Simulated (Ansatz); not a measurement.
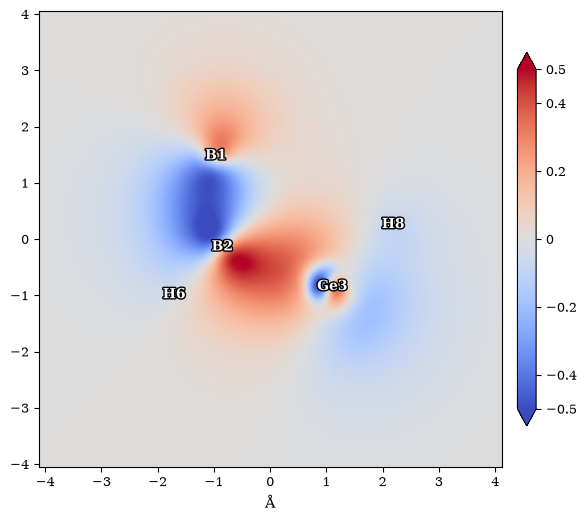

*B2GeH6. The HOMO on the plane of atoms B1, B2 and H6 (values in Å⁻³ᐟ²; the overall sign is arbitrary).*

All numbers below come from Ansatz, RKS PBE0-D4/def2-SVP.

```xyz
9

B    -0.7946    0.7767   -1.3428
B     0.2516    0.8875   -0.1074
Ge    0.4738   -0.8796    0.9667
H    -0.4450    0.3881   -2.4377
H    -1.9838    0.9611   -1.1898
H     0.9130    1.8200    0.2819
H     1.9484   -1.3296    0.8956
H    -0.4006   -2.0465    0.4681
H     0.1258   -0.6241    2.4481
```

**Where does this orbital lie, and at what energy?**

Its weight (Hirshfeld) is mainly on B2 (about 35 %), Ge3 (about 25 %) and B1 (about 20 %). Its energy is −7.91 eV.
